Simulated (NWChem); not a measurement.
# One shape, several levels: BNH2 (SMILES B[N])

We compute a comparison of 6 runs (UHF/3-21G, UHF/6-31G**, UB3LYP/6-311+G**, UB3LYP/6-31G*, UPBE0/def2-SVP) of BNH2. 

The results are computed with NWChem 7.3.0.

## (1) The structure to begin with

BNH2: 4 atoms, total charge 0, spin state triplet. As SMILES, `B[N]`. Geometry: relaxed at GFN2-xTB.

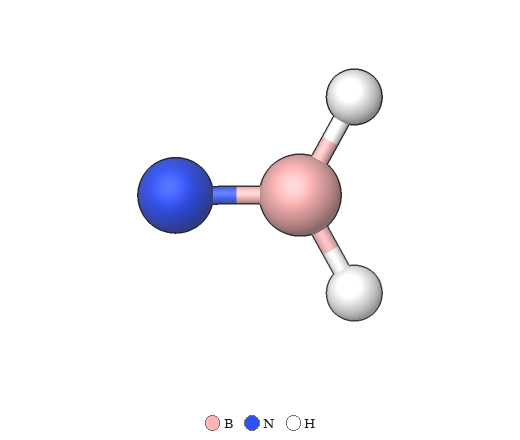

Viewed from a chosen angle; boron pink, nitrogen blue, hydrogen white.

## (2) Energy and gradient at UHF/3-21G (run 1)

The input, test.xyz:

```xyz
4

B     -0.035750     0.006580    -0.023930
N      1.041780    -0.191660     0.697680
H     -1.056920    -0.473990     0.334600
H      0.050890     0.659060    -1.008340
```

The input, test.nw:

```
start test
memory 2200 mb

geometry units angstroms noautosym nocenter noautoz
 load test.xyz
end

basis spherical bse
 * library 3-21G
end

scf
 triplet
 uhf
 thresh 1e-08
 maxiter 80
end

task scf gradient
```

Launch:

```sh
$ nwchem test.nw > test.out
```

The log of the run:

```text
[...]
  functions       =    22
[...]
  wavefunction    = UHF
[...]
         Total SCF energy =    -79.752454142305
      One electron energy =   -151.190652839952
      Two electron energy =     49.148718078790
 Nuclear repulsion energy =     22.289480618856
                       Sz =      1.0000
                 Sz(Sz+1) =      2.0000
                      S^2 =      2.0088
[...]
                         UHF ENERGY GRADIENTS
    atom               coordinates                        gradient
                 x          y          z           x          y          z
   1 B      -0.067558   0.012434  -0.045221    0.131472  -0.024188   0.088051
   2 N       1.968679  -0.362185   1.318424   -0.142313   0.026182  -0.095306
   3 H      -1.997289  -0.895711   0.632302    0.005591  -0.000823   0.003422
   4 H       0.096168   1.245443  -1.905486    0.005250  -0.001171   0.003833
[...]
```

Wall time 0.72 s (1 thread of Intel Xeon 6975P-C (Granite Rapids), shared host); peak memory 0.096 GiB.

## (3) Energy and forces at UHF/6-31G(d,p) (spherical functions) (run 2)

The input, bh2n.nw:

```
start bh2n
title "BH2N"
memory 2200 mb

geometry noautosym nocenter noautoz
  B       -0.035750       0.006580      -0.023930
  N        1.041780      -0.191660       0.697680
  H       -1.056920      -0.473990       0.334600
  H        0.050890       0.659060      -1.008340
end

basis spherical bse
  B library 6-31G**
  N library 6-31G**
  H library 6-31G**
end

scf
  triplet
  uhf
  thresh 1e-08
  maxiter 80
end

task scf gradient
```

Launch:

```sh
$ nwchem bh2n.nw > bh2n.out
```

The log of the run:

```text
[...]
  functions       =    38
[...]
  wavefunction    = UHF
[...]
         Total SCF energy =    -80.207823382131
      One electron energy =   -151.879461982936
      Two electron energy =     49.382157981949
 Nuclear repulsion energy =     22.289480618856
                       Sz =      1.0000
                 Sz(Sz+1) =      2.0000
                      S^2 =      2.0112
[...]
                         UHF ENERGY GRADIENTS
    atom               coordinates                        gradient
                 x          y          z           x          y          z
   1 B      -0.067558   0.012434  -0.045221    0.111124  -0.020444   0.074424
   2 N       1.968679  -0.362185   1.318424   -0.121448   0.022343  -0.081333
   3 H      -1.997289  -0.895711   0.632302    0.006502   0.000420   0.001832
   4 H       0.096168   1.245443  -1.905486    0.003822  -0.002318   0.005077
[...]
```

Run time: 1.9 s. Hardware: 1 thread of Intel Xeon 6975P-C (Granite Rapids), shared host; peak memory 0.096 GiB.

Runs 3 to 5 aren't shown in full; the table further down has their settings and results.

## (4) Energy and gradient at UPBE0/def2-SVP (run 6)

The input, sp.xyz:

```xyz
4

B     -0.035750     0.006580    -0.023930
N      1.041780    -0.191660     0.697680
H     -1.056920    -0.473990     0.334600
H      0.050890     0.659060    -1.008340
```

The input, run.py:

```python
from ase.io import read
from ase.calculators.nwchem import NWChem

atoms = read('sp.xyz')

calc = NWChem(
    label='sp',
    theory='dft',
    memory='2200 mb',
    basis='def2-SVP',
    basispar='spherical bse',
    dft={'xc': 'pbe0', 'mult': '3', 'grid': 'xfine', 'convergence': 'energy 1e-08', 'iterations': '100', 'mulliken': None},
)
atoms.calc = calc

forces = atoms.get_forces()
print("Total energy (eV):", round(atoms.get_potential_energy(), 6))
print("forces (eV/A):")
for s, f in zip(atoms.symbols, forces):
    print(f"{s:2s} {f[0]:10.5f} {f[1]:10.5f} {f[2]:10.5f}")
```

Launch:

```sh
$ export ASE_NWCHEM_COMMAND="nwchem PREFIX.nwi > PREFIX.nwo"
$ python run.py
```

The log of the run:

```text
Total energy (eV): -2190.130389
forces (eV/A):
B    -4.21430    0.77539   -2.82251
N     5.21769   -0.95990    3.49428
H    -0.83725   -0.25094    0.07086
H    -0.16609    0.43544   -0.74259
```

The calculator wrote sp.nwi:

```
title "sp"

permanent_dir sp

scratch_dir sp

start sp

geometry units angstrom nocenter noautosym noautoz
  B  -3.5749999999999997e-02 6.5799999999999999e-03 -2.3930000000000000e-02
  N  1.0417799999999999e+00 -1.9166000000000000e-01 6.9767999999999997e-01
  H  -1.0569200000000001e+00 -4.7399000000000002e-01 3.3460000000000001e-01
  H  5.0889999999999998e-02 6.5905999999999998e-01 -1.0083400000000000e+00
end

memory 2200 mb

basis spherical bse noprint
   * library def2-SVP
end

dft
  xc pbe0
  mult 3
  grid xfine
  convergence energy 1e-08
  iterations 100
  mulliken
end

task dft gradient
```

sp.nwo, shortened:

```text
[...]
      One electron energy =     -151.893404256594
[... 2 lines left out ...]
 Nuclear repulsion energy =       22.289480618856
[... 653 lines left out ...]
          Convergence on energy requested:  1.00D-08
[... 23 lines left out ...]
          Spatial weights used:  Erf1
[...]
  wavefunction    = open shell
                         DFT ENERGY GRADIENTS
    atom               coordinates                        gradient
                 x          y          z           x          y          z
   1 B      -0.067558   0.012434  -0.045221    0.081955  -0.015079   0.054889
   2 N       1.968679  -0.362185   1.318424   -0.101468   0.018667  -0.067953
   3 H      -1.997289  -0.895711   0.632302    0.016282   0.004880  -0.001378
   4 H       0.096168   1.245443  -1.905486    0.003230  -0.008468   0.014441
[...]
```

Run time: 7.5 s. Hardware: 1 thread of Intel Xeon 6975P-C (Granite Rapids), shared host; peak memory 0.12 GiB.

## (5) Overview of the runs

| run | level | iteration cap | module | energy (Eh) | dipole moment (D) | HOMO energy (eV) | LUMO energy (eV) | wall time |
| --- | --- | --- | --- | --- | --- | --- | --- | --- |
| 1 | UHF/3-21G | 80 | scf | -79.752454 | 1.22 | -11.87 | -0.08 | 0.72 s |
| 2 | UHF/6-31G** (spherical functions) | 80 | scf | -80.207823 | 1.14 | -11.97 | 0.21 | 1.9 s |
| 3 | UB3LYP/6-311+G** | 100 | dft | -80.686006 | – | – | – | 11 s |
| 4 | UB3LYP/6-31G* (spherical functions) | 100 | dft | -80.659037 | – | – | – | 6.3 s |
| 5 | UB3LYP/6-31G* (Cartesian functions) | 100 | dft | -80.661301 | 1.17 | -7.51 | -5.41 | 6.9 s |
| 6 | UPBE0/def2-SVP | 100 | dft | -80.485808 | 1.13 | -7.94 | -5.12 | 7.5 s |

## (6) Summary of results

| quantity | value |
| --- | --- |
| run 6: total energy | -80.48581 Eh |
| run 6: dipole moment | 1.13 D |
| run 6: HOMO energy (highest over α and β) | -7.94 eV |
| run 6: LUMO energy (lowest over α and β) | -5.12 eV |
| run 6: ⟨S²⟩ | 2.005 |
| run 6: largest force on an atom | 6.353 eV/Å |

Over runs 1, 2, 5, 6 the dipole moment (its size) runs from 1.13 D (UPBE0/def2-SVP) to 1.22 D (UHF/3-21G). The two ends differ in method and basis. Totals of different functionals can't be ranked against each other. All runs together took 35 s, the longest 11 s.
